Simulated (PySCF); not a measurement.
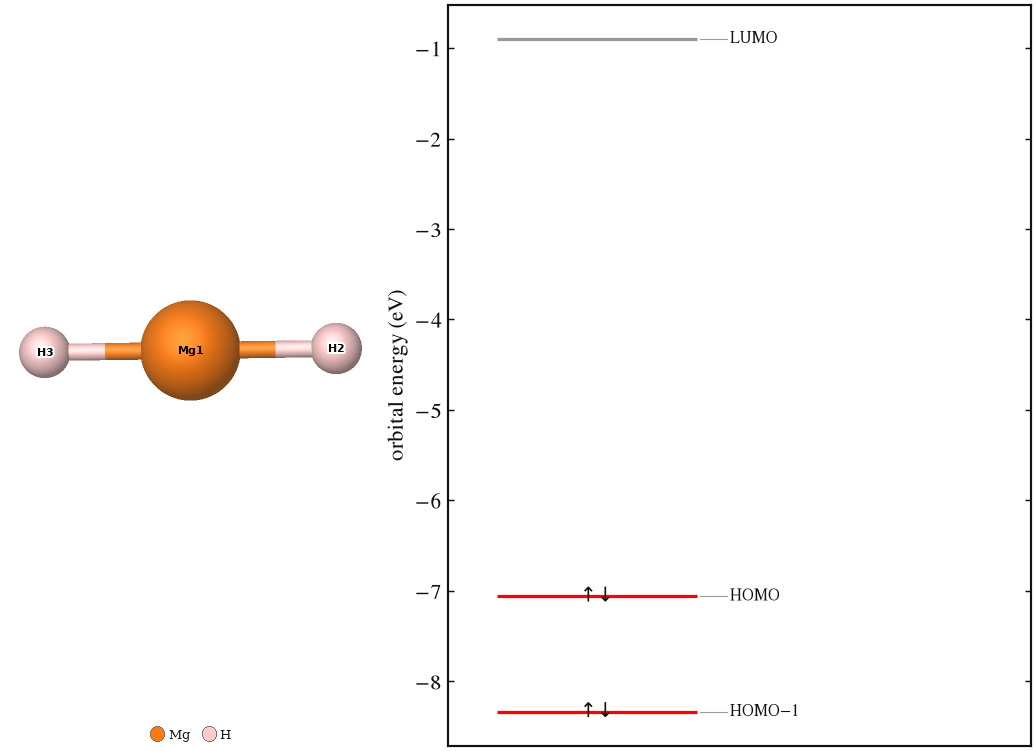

MgH₂, SMILES [H][Mg][H], singlet. Kohn-Sham orbital energies near the frontier, B3LYP/def2-SVPD with PySCF, at a PBE0-D3(BJ)/def2-SVP geometry (no frequency check), isolated molecule; empty levels in grey, levels within 0.03 eV side by side.

Where do the frontier orbitals lie?

Answer. HOMO at −7.06 eV, LUMO at −0.90 eV, 6.16 eV apart.

On which atoms do HOMO and LUMO mostly sit?

Answer. HOMO: Mg1 40 %, H3/H2 30 % each. LUMO: Mg1 86 %, H2/H3 7 % each (Löwdin shares).

List the levels with the atoms that carry most of them (a dash for levels above zero or within 0.03 eV of another, where shares mean little).

Answer.
| orbital | energy (eV) | Löwdin shares |
| --- | --- | --- |
| LUMO | −0.90 | Mg1 86 %, H2/H3 7 % each |
| HOMO | −7.06 | Mg1 40 %, H3/H2 30 % each |
| HOMO−1 | −8.34 | Mg1 45 %, H2/H3 28 % each |
